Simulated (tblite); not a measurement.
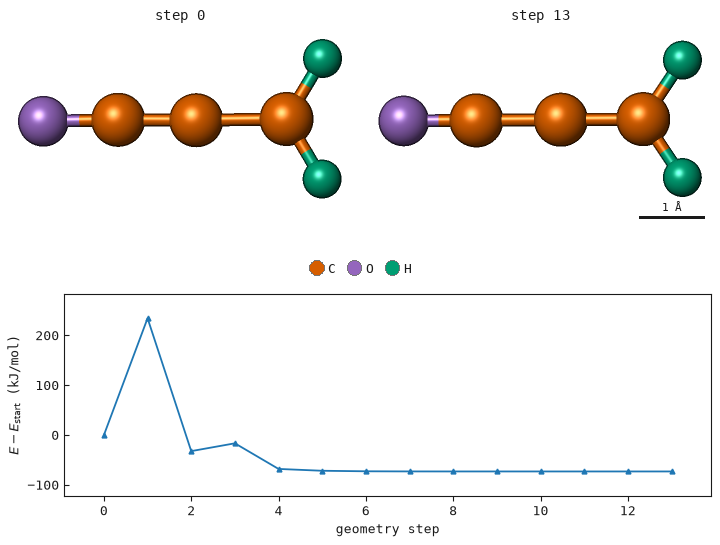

First and last geometry of a relaxation of C$_{3}$H$_{2}$O (charge +1, multiplicity 2), with the history of the run. Style: ball-and-stick. Shown face on.

Theory: tblite, GFN2-xTB geometry optimisation, gas phase. 

> What do the curves and the structures tell?

It converged. The energy falls by 73.0 kJ/mol in 13 geometry steps. A C atom moves most after the best rigid fit: 0.072 Å. Largest moves by element: C 0.072 Å, H 0.025 Å, O 0.008 Å. Near-neighbour distances that change, for instance: C–C 1.406 → 1.283 Å, C–C 1.214 → 1.315 Å, C–O 1.167 → 1.131 Å, C–H 1.087 → 1.095 Å. Among the angles between lasting bonds that change: H–C–H 118.3° → 112.3°, C–C–H 120.4° → 123.9°, C–C–H 121.3° → 123.8°. Cost: 0.11 s on 1 thread of Intel(R) Xeon(R) Processor @ 2.50GHz (shared host).
